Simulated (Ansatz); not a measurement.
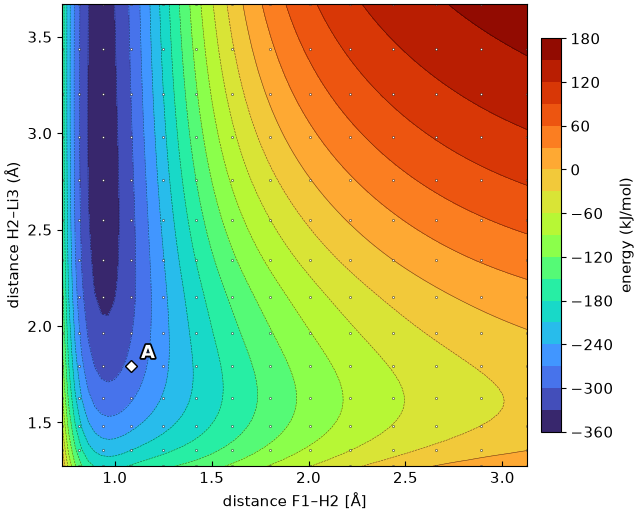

The system F + HLi, spin multiplicity 2. The first coordinate is: distance F1–H2; the second: distance H2–Li3. Nothing is relaxed (the angle F1–H2–Li3 is fixed at 160 degrees). The grid has 14 × 14 points. Points are written as (first, second). Energies are in kJ/mol, from F far from the relaxed HLi (each part in its own basis). These are results of UKS CAM-B3LYP-D4/aug-cc-pVTZ (Ansatz), not measurements.

In the figure: filled contours, dots at the grid points, the point A. Between grid points the surface is interpolated.

Which way does the force act at A, and how strong is it?

A, at (1.085 Å, 1.791 Å), is not a stationary point. The computed force is 240 kJ/mol for each Å towards smaller values of distance F1–H2 and 79 kJ/mol for each Å towards larger values of distance H2–Li3.
